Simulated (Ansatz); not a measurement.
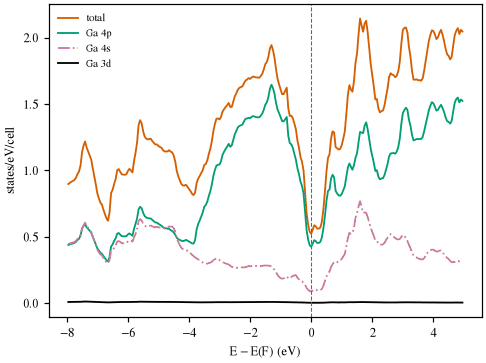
Fig. 1. Total and projected density of states of Ga in space group Cmcm (No. 63; Ga on 8g), r²SCAN in the plane-wave PAW code Ansatz

### Question
Which orbitals carry the states next to the Fermi level?

### Answer
Within 0.5 eV of the Fermi level: Ga 4p 81 %, Ga 4s 17 %. Projections are on Löwdin-orthogonalised atomic valence shells; empty p or d shells of many metals are not among them.

### Question
Where is the tallest occupied peak in this window, and what makes it?

### Answer
Near -1.3 eV, about 1.9 states/eV per cell; the largest projected share is Ga 4p.

The workflow started from a Materials Project entry (that database holds measured and hypothetical structures alike); the Crystallography Open Database files this formula in space group No. 63, but the cells were not matched. It is not the phase usual at ambient conditions (space group No. 64). The r²SCAN relaxation kept the symmetry of its start; of distortions, only those at the zone centre were tested. Spin–orbit coupling is left out wherever it is not named.

Potentials: the earlier of the program's two PAW sets.
